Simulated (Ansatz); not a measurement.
# Gap against strain: armchair BAs nanoribbon (N = 10, H edges)

Set-up. Ansatz 0.2.0, plane waves with PAW datasets, PBE, Fermi-Dirac smearing of 0.05 eV, no spin-orbit coupling. The period is scaled from its relaxed value of 5.870 Å and the atoms relax, within the symmetry of the start, at each strain ε (in %); gaps, in eV, are read on a band path.

| period (Å) | energy (eV a cell) | place of the conduction minimum (Γ = 0, Z = 1) | ε | gap |
| --- | --- | --- | --- | --- |
| 5.636 | +0.521 | 0.00 | −4 | 1.009 |
| 5.753 | +0.127 | 0.00 | −2 | 1.078 |
| 5.870 | 0.000 | 0.00 | 0 | 1.045 |
| 5.988 | +0.123 | 0.00 | 2 | 0.9919 |
| 6.105 | +0.479 | 0.00 | 4 | 0.9487 |

One run is withheld: period (Å) = 6.223, with ε = 6. Fit a straight line gap = a + b × ε to the 5 rows shown and predict it.

**Fit.** The means are 0 for ε and 1.015 for gap. The sum of products of deviations is −0.4136 and the sum of squares in ε is 40, so b = −0.4136 / 40 = −0.01034 and a = 1.015 − (−0.01034) × 0 = 1.015. The residuals' standard deviation, with 3 degrees of freedom, is σ = 0.043.

**Prediction.** gap = 1.015 + (−0.01034) × 6 = 0.9526. The run gave 0.9157, so the prediction less the run is +0.037. The standard error of a prediction there, σ√(1 + 1/5 + (6 − 0)²/40), is 0.063, and the miss is 0.59 times that, for a point outside the fitted range. With so few rows σ is itself uncertain. The slope is only 1.5 times its own standard error, so the line says little more than the mean does.

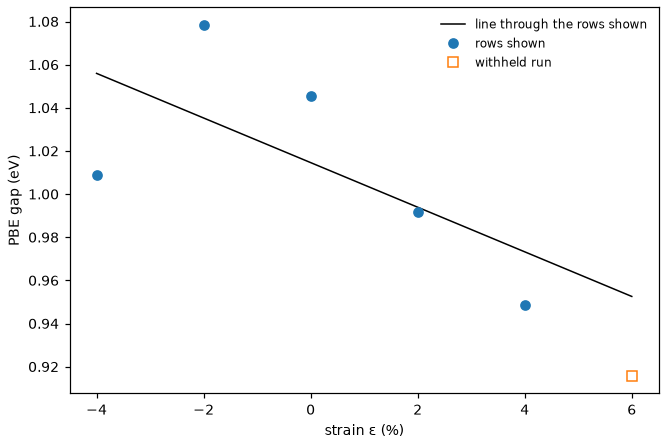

The fitted line, the rows shown and the withheld run.

The gap does not move one way: it turns somewhere between ε = -4 and 0 %, and the true extreme can lie between the rows, beyond the values shown.

**Limits.** Kohn-Sham gaps of a wire among periodic images, which in a check on one flat ribbon (7 Å apart) lowered the gap by 0.2 eV and flattened the slope; the slope b × 100 is a mean deformation potential of the gap, in eV per unit strain. Between neighbouring runs it lies between −2.7 and 3.5 eV, so a bend, a kink or scatter between runs makes one line a rough account. The unstrained row comes from a denser mesh than the others, which shifts its energy a little. Series of this kind are told only where this holds: a gap at every strain (compound wires with polar facets were set aside first). 88 of 101 did.
